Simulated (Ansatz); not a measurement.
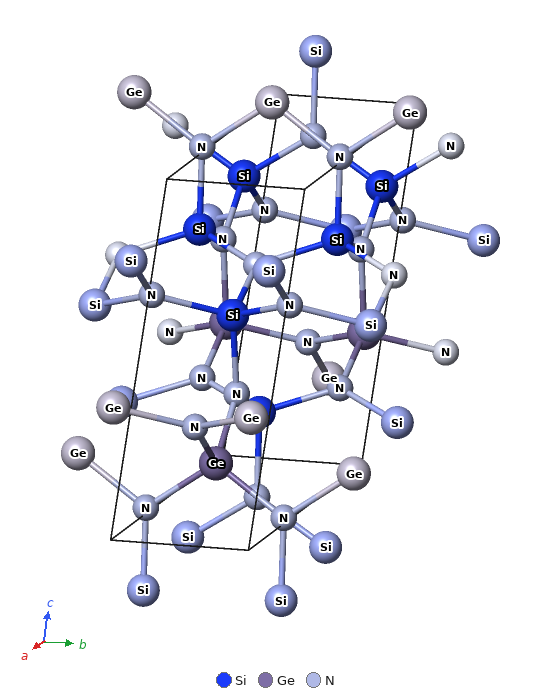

This ball-and-stick model is shown slightly off an axis. The wireframe shows the conventional unit cell. Bonded atoms from the next cells complete the picture, in fainter colours.

Si₂GeN₄, space group Pm (No. 6), a = 7.741 Å, b = 2.963 Å, c = 7.752 Å, α = 90.00°, β = 119.81°, γ = 90.00°. The cell started as a structure type filled with these elements by a generator (whether the compound takes this form wasn't checked). Earlier steps of the study, as a rule a relaxation of our own, may have changed the cell and positions, so they can lie some per cent off the listed ones. Ansatz was used for an electronic-structure calculation on it.

This one geometry was computed with Ansatz (DFT, plane waves, PAW) at five levels of theory: PBE, PBE0, PBE with spin-orbit coupling, r2SCAN and HSE06. It was relaxed beforehand with r2SCAN.

> Which level gives the highest pressure at this volume, and what does that say about its equilibrium volume?

Highest: PBE (6.0 GPa) and PBE with spin-orbit coupling (5.9 GPa), which points to the largest equilibrium volume. Lowest, with the smallest volume: PBE0 (-0.8 GPa) and HSE06 (-0.6 GPa). Levels within 0.5 GPa of each other can't be told apart.

> How does the band gap change with the level of theory?

PBE with spin-orbit coupling: a gap of 3.76 eV, indirect; PBE: a gap of 3.76 eV, indirect; r2SCAN: a gap of 4.29 eV, indirect; HSE06: a gap of 5.30 eV, indirect; PBE0: a gap of 6.05 eV, indirect.

> Collect the results in a table.

| level | cutoff (eV) | k-mesh of the run's cell | gap (eV) | pressure (GPa) |
| --- | --- | --- | --- | --- |
| PBE | 420 | 4×8×4 | 3.76 | 6.0 |
| PBE0 | 420 | 2×6×2 | 6.05 | -0.8 |
| PBE with spin-orbit coupling | 420 | 4×8×4 | 3.76 | 5.9 |
| r2SCAN | 500 | 4×8×4 | 4.29 | 0.0 |
| HSE06 | 420 | 2×6×2 | 5.30 | -0.6 |

Gaps are taken on the k-mesh or band path of each run.
